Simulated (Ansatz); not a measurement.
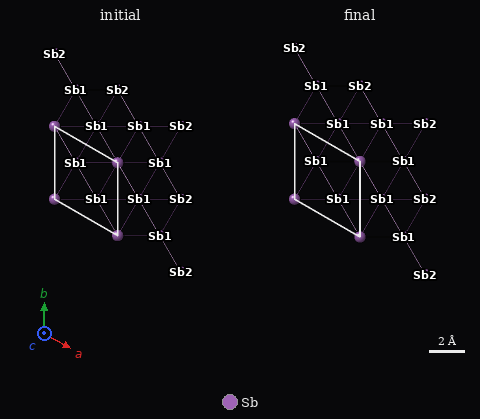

The structure of crystalline Sb (built on the A7 type) before (left) and after (right) a relaxation, at one scale.

Style: ball-and-stick. Shown: the conventional cell (3 times the calculation's cell), repeated 2 × 2 × 1 with one cell outlined, along the c axis. Lengths and directions refer to the drawn axes.

All numbers below come from DFT PBE, scalar-relativistic, plane waves, PAW (Ansatz 0.2.0). Settings: plane-wave cutoff 420 eV; k-point mesh 12 × 12 × 12; occupations gaussian; smearing width 0.05 eV; no spin polarisation; cell and atoms relaxed; force threshold 0.01 eV/Å; at most 60 steps.

### Describe what moved and what it gained.

The largest moves relative to the cell, 0.060 Å, are those of Sb1 and Sb2. Sb2 goes along −c. The drawn cell changes as follows: a = b 4.222 → 4.377 Å (+3.7 %), c 11.742 → 11.520 Å (−1.9 %); the volume changes by +5.4 %. Near-neighbour distances that change, for instance: Sb1–Sb2 2.826 → 2.950 Å. The space group stays R-3m (No. 166). The energy falls by 61.5 meV per atom in 4 accepted moves (5 points after the start). Largest force component: 0.99 eV/Å at the start, 0.0017 eV/Å at the end. The pressure goes from 5.67 to −0.01 GPa. At 1 point the geometry stayed and the basis and grid were re-selected for the new cell (energy shift of 0.3 meV per atom at most each time).
